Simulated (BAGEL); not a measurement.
# A workflow on CH5AsSi (SMILES C1[SiH2][AsH]1)

Wanted: the energy (HF/6-31G*), then the energy (NEVPT2(2,2)/6-31G*), then a single-point energy (CASPT2(2,2)/6-31G*) of CH5AsSi. 

The results are computed with BAGEL 1.2.2.

1 further run of the same task is left out (set aside as unsound or not needed).

**1. The system as given**

The species is CH5AsSi (8 atoms), meant as a singlet with charge 0. SMILES: `C1[SiH2][AsH]1`. The Si2–H7 distance was set to 4.140 Å, away from the relaxed value. At this shape a bond of the SMILES string is far longer than usual.

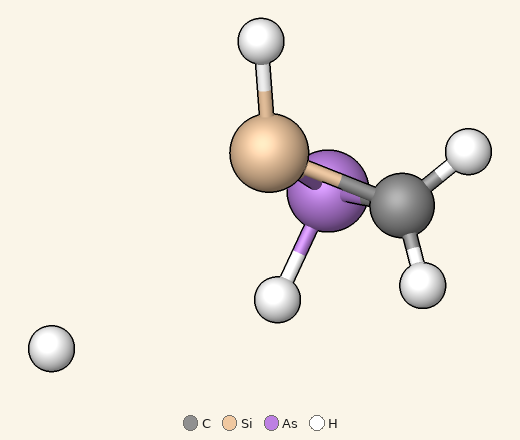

Viewed from a chosen angle; carbon grey, silicon light orange, arsenic purple, hydrogen white.

**2. A single-point energy at HF/6-31G(d) (density fitting with svp-jkfit, spherical functions) (run 1)**

The input, input.json:

```json
{ "bagel" : [

{
  "title" : "molecule",
  "basis" : "6-31gs.json",
  "df_basis" : "svp-jkfit",
  "angstrom" : true,
  "geometry" : [
    { "atom" : "C", "xyz" : [      -3.169695,       0.451339,       0.491038 ] },
    { "atom" : "Si", "xyz" : [      -1.691595,       1.096539,       1.382738 ] },
    { "atom" : "As", "xyz" : [      -2.937495,      -0.689261,       2.174238 ] },
    { "atom" : "H", "xyz" : [      -3.066595,      -0.090561,      -0.442262 ] },
    { "atom" : "H", "xyz" : [      -4.090095,       1.025239,       0.544738 ] },
    { "atom" : "H", "xyz" : [      -1.818095,       2.407339,       2.057538 ] },
    { "atom" : "H", "xyz" : [       2.040800,       0.422300,      -0.277100 ] },
    { "atom" : "H", "xyz" : [      -1.970995,      -1.645961,       1.482638 ] }
  ]
},

{
  "title" : "hf",
  "charge" : 0
},

{
  "title" : "print",
  "file" : "orbitals.molden",
  "orbitals" : true
}

]}
```

The basis set 6-31G* is read from a file made from the Basis Set Exchange's data (not shown).

Launch:

```sh
$ BAGEL_NUM_THREADS=1 BAGEL input.json > input.out
```

What it wrote:

```text
* using 1 threads per process

  ===============================================================
  ===============================================================

  *** Geometry ***

  { "atom" : "C", "xyz" : [     -5.989855,      0.852907,      0.927927 ] },
  { "atom" : "Si", "xyz" : [     -3.196651,      2.072158,      2.612996 ] },
  { "atom" : "As", "xyz" : [     -5.551061,     -1.302515,      4.108714 ] },
  { "atom" : "H", "xyz" : [     -5.795025,     -0.171135,     -0.835754 ] },
  { "atom" : "H", "xyz" : [     -7.729159,      1.937421,      1.029406 ] },
  { "atom" : "H", "xyz" : [     -3.435702,      4.549211,      3.888183 ] },
  { "atom" : "H", "xyz" : [      3.856553,      0.798031,     -0.523643 ] },
  { "atom" : "H", "xyz" : [     -3.724641,     -3.110416,      2.801780 ] },

  Number of auxiliary basis functions:      559

  Since a DF basis is specified, we compute 2- and 3-index integrals:
    o Being stored without compression. Storage requirement is 0.024 GB

  Number of basis functions:       74
  Number of electrons      :       58

    * METHOD: MOLECULE                             0.35

  *** RHF ***

  === Nuclear Repulsion ===
   239.3545923358

      * DIIS with orbital gradients will be used.

  === RHF iteration (6-31gs.json) ===
      0      -2563.12731123          0.01271433           0.09
      1      -2563.08207493          0.01244666           0.08
      2      -2563.27618674          0.00484654           0.08
      3      -2563.30097378          0.00109913           0.08
      4      -2563.30196475          0.00030988           0.08
      5      -2563.30209307          0.00007858           0.08
      6      -2563.30210272          0.00004001           0.08
      7      -2563.30210507          0.00001202           0.08
      8      -2563.30210534          0.00000464           0.08
      9      -2563.30210538          0.00000230           0.08
     10      -2563.30210539          0.00000078           0.08
     11      -2563.30210539          0.00000050           0.08
     12      -2563.30210539          0.00000021           0.08
     13      -2563.30210539          0.00000010           0.08
     14      -2563.30210539          0.00000004           0.08
     15      -2563.30210539          0.00000002           0.08
     16      -2563.30210539          0.00000001           0.08
     17      -2563.30210539          0.00000000           0.08
    * SCF iteration converged.

    * Permanent dipole moment:
           (    1.389719,    -0.214790,    -0.164195) a.u.

    * METHOD: HF                                   1.75

    * METHOD: PRINT                                0.01

  ===============================================================
```

It took 2.2 s on 1 thread of Arm Neoverse V1, shared host; peak memory 0.14 GiB.

**3. The energy at NEVPT2(2,2)/6-31G(d) (density fitting with svp-jkfit, spherical functions) (run 2)**

The input, input.json:

```json
{ "bagel" : [

{
  "title" : "molecule",
  "basis" : "6-31gs.json",
  "df_basis" : "svp-jkfit",
  "angstrom" : true,
  "geometry" : [
    { "atom" : "C", "xyz" : [   -3.169695,    0.451339,    0.491038 ] },
    { "atom" : "Si", "xyz" : [   -1.691595,    1.096539,    1.382738 ] },
    { "atom" : "As", "xyz" : [   -2.937495,   -0.689261,    2.174238 ] },
    { "atom" : "H", "xyz" : [   -3.066595,   -0.090561,   -0.442262 ] },
    { "atom" : "H", "xyz" : [   -4.090095,    1.025239,    0.544738 ] },
    { "atom" : "H", "xyz" : [   -1.818095,    2.407339,    2.057538 ] },
    { "atom" : "H", "xyz" : [    2.040800,    0.422300,   -0.277100 ] },
    { "atom" : "H", "xyz" : [   -1.970995,   -1.645961,    1.482638 ] }
  ]
},
{
  "title" : "hf"
},
{
  "title" : "nevpt2",
  "nstate" : 1,
  "nact" : 2,
  "nclosed" : 28,
  "nspin" : 0,
  "active" : [29, 30],
  "maxiter" : 200,
  "natocc" : true,
  "ncore" : 15
},
{
  "title" : "print",
  "file" : "orbitals.molden",
  "orbitals" : true
}

]}
```

The basis set 6-31G* is read from a file made from the Basis Set Exchange's data (not shown).

Launch:

```sh
$ BAGEL_NUM_THREADS=1 BAGEL input.json > input.out
```

What it wrote:

```text
* using 1 threads per process

  ===============================================================
  ===============================================================

  *** Geometry ***

  { "atom" : "C", "xyz" : [     -5.989855,      0.852907,      0.927927 ] },
  { "atom" : "Si", "xyz" : [     -3.196651,      2.072158,      2.612996 ] },
  { "atom" : "As", "xyz" : [     -5.551061,     -1.302515,      4.108714 ] },
[... 4 lines of this table left out ...]
  { "atom" : "H", "xyz" : [     -3.724641,     -3.110416,      2.801780 ] },

  Number of auxiliary basis functions:      559

  Since a DF basis is specified, we compute 2- and 3-index integrals:
    o Being stored without compression. Storage requirement is 0.024 GB

  Number of basis functions:       74
  Number of electrons      :       58

    * METHOD: MOLECULE                             0.36

  *** RHF ***

  === Nuclear Repulsion ===
   239.3545923358

      * DIIS with orbital gradients will be used.

  === RHF iteration (6-31gs.json) ===
      0      -2563.12731123          0.01271433           0.09
      1      -2563.08207493          0.01244666           0.08
      2      -2563.27618674          0.00484654           0.08
[... 14 lines of this table left out ...]
     17      -2563.30210539          0.00000000           0.08
    * SCF iteration converged.

    * Permanent dipole moment:
           (    1.389719,    -0.214790,    -0.164195) a.u.

    * METHOD: HF                                   1.76

    * freezing 15 orbitals
  ---------------------------
      CASSCF calculation
  ---------------------------

    ==== Active orbitals : =====
         Orbital 29
         Orbital 30
    ============================

    * nstate   :      1
    * nclosed  :     28
    * nact     :      2
    * nvirt    :     44
  === CASSCF iteration (6-31gs.json) ===

    * Using the second-order algorithm

      0  0     -2563.41782415     6.36e-03      0.02

      1  0     -2563.44018251     6.60e-04      0.45
[... 13 lines of this table left out ...]
      8  0     -2563.44045963     3.95e-09      0.33

    * Second-order optimization converged. *

     guess   0:   closed 1.                   open ..

  === FCI iteration ===

      0  0     -2563.28125355     9.23e-02      0.00
      1  0     -2563.43836504     1.37e-02      0.00
      2  0 *   -2563.44045963     2.80e-16      0.00

     * ci vector, state   0, <S^2> = 0.0000
       2.     0.7549566121
       .2    -0.6557747432

  === DF-NEVPT2 calculation ===

    * 3-index integral transformation done
    * assembly done

      NEVPT2 correlation energy:   -0.4530737938      0.12

          (+0)     -0.4226364676
          (+0)'    -0.0031669565
          (+1)     -0.0087561407
          (+1)'    -0.0000000000
          (+2)     -0.0000120579
          (-1)     -0.0184893836
          (-1)'     0.0000000000
          (-2)     -0.0000127876

      NEVPT2 total energy:       -2563.8935334285

    * METHOD: NEVPT2                               3.94

    * METHOD: PRINT                                0.01

  ===============================================================
```

Run time: 6.3 s. Hardware: 1 thread of Arm Neoverse V1, shared host; peak memory 0.14 GiB.

**4. The energy at CASPT2(2,2)/6-31G(d) (density fitting with svp-jkfit, spherical functions) (run 3)**

input.json: that of step 3 with these lines changed.

```diff
@@ -18,21 +18,6 @@
 },
-{
-  "title" : "hf"
-},
-{
-  "title" : "nevpt2",
-  "nstate" : 1,
-  "nact" : 2,
-  "nclosed" : 28,
-  "nspin" : 0,
-  "active" : [29, 30],
-  "maxiter" : 200,
-  "natocc" : true,
-  "ncore" : 15
-},
-{
-  "title" : "print",
-  "file" : "orbitals.molden",
-  "orbitals" : true
-}
+{ "title" : "hf" },
+{ "title" : "casscf", "nstate" : 1, "nact" : 2, "nclosed" : 28, "nspin" : 0, "active" : [29, 30], "maxiter" : 200, "natocc" : true },
+{ "title" : "print", "file" : "orbitals.molden", "orbitals" : true },
+{ "title" : "smith", "method" : "caspt2", "ms" : true, "xms" : true, "sssr" : true, "shift" : 0.2, "shift_imag" : true, "ncore" : 15 }
```

The basis set 6-31G* is read from a file made from the Basis Set Exchange's data (not shown).

Launch:

```sh
$ BAGEL_NUM_THREADS=1 BAGEL input.json > input.out
```

What it wrote:

```text
* using 1 threads per process

  ===============================================================
  ===============================================================

  *** Geometry ***

  { "atom" : "C", "xyz" : [     -5.989855,      0.852907,      0.927927 ] },
  { "atom" : "Si", "xyz" : [     -3.196651,      2.072158,      2.612996 ] },
  { "atom" : "As", "xyz" : [     -5.551061,     -1.302515,      4.108714 ] },
[... 4 lines of this table left out ...]
  { "atom" : "H", "xyz" : [     -3.724641,     -3.110416,      2.801780 ] },

  Number of auxiliary basis functions:      559

  Since a DF basis is specified, we compute 2- and 3-index integrals:
    o Being stored without compression. Storage requirement is 0.024 GB

  Number of basis functions:       74
  Number of electrons      :       58

    * METHOD: MOLECULE                             0.36

  *** RHF ***

  === Nuclear Repulsion ===
   239.3545923358

      * DIIS with orbital gradients will be used.

[... 6 lines left out ...]
    * SCF iteration converged.
[... 1 line left out ...]
    * Permanent dipole moment:
[... 27 lines left out ...]
    * Second-order optimization converged. *
[... 9 lines left out ...]
     * ci vector, state   0, <S^2> = 0.0000
[... 16 lines left out ...]
    * Zeroth order energy : state  0       -0.3490743752

    * CASPT2 iteration is performed using orthogonal basis

      -------------------------------------------  CASPT2 iteration  ---------------------------------------------------
       #      aibj      arbs      arbi      airj      risj      airs      arst      rist         Etot      error   time
      ------------------------------------------------------------------------------------------------------------------

       0  -0.42020  -0.00002  -0.02054  -0.00994  -0.00002  -0.00308   0.00000   0.00000   -0.4538039  0.0003424   0.06
       1  -0.42022  -0.00002  -0.02055  -0.00995  -0.00002  -0.00312  -0.00000  -0.00000   -0.4538797  0.0000444   0.05
       2  -0.42022  -0.00002  -0.02055  -0.00995  -0.00002  -0.00312  -0.00000  -0.00000   -0.4538809  0.0000043   0.06
       3  -0.42022  -0.00002  -0.02055  -0.00995  -0.00002  -0.00312  -0.00000  -0.00000   -0.4538809  0.0000005   0.06

      ------------------------------------------------------------------------------------------------------------------

    * CASPT2 energy : state  0    -2563.8977562296
        w/o shift correction      -2563.8943405522
        reference weight              0.8627832089

    * METHOD: SMITH                                0.44

  ===============================================================
```

Run time: 6.6 s. Hardware: 1 thread of Arm Neoverse V1, shared host; peak memory 0.14 GiB.

**5. What came out**

```
                               quantity           value
         run 1, HF/6-31G*: total energy  -2563.30211 Eh
        run 1, HF/6-31G*: dipole moment          3.60 D
          run 1, HF/6-31G*: HOMO energy        -6.84 eV
          run 1, HF/6-31G*: LUMO energy        -2.27 eV
        run 1, HF/6-31G*: HOMO–LUMO gap         4.57 eV
run 2, NEVPT2(2,2)/6-31G*: total energy  -2563.89353 Eh
run 3, CASPT2(2,2)/6-31G*: total energy  -2563.89776 Eh
```

In words: One bond (run 1, HF/6-31G*) is far stretched, which a spin-restricted single reference describes badly; a broken-symmetry solution may lie lower.
